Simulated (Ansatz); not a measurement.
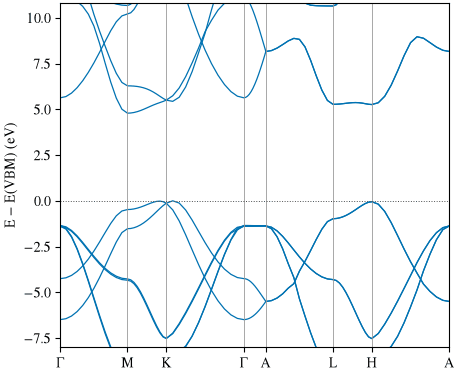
Band structure from r²SCAN+D4 (plane waves, PAW; program Ansatz)

Read off the gap and where the band edges lie.

About 4.8 eV (4.79 eV by a search for the band edges); maximum on the K–Γ line, 9 % of the way from K, minimum at M.

The material is BN in space group P6_3/mmc (No. 194; B on 2c, N on 2d).

The cell was relaxed with r²SCAN+D4 under the symmetry of its start.

Potentials: the later of the program's two PAW sets.
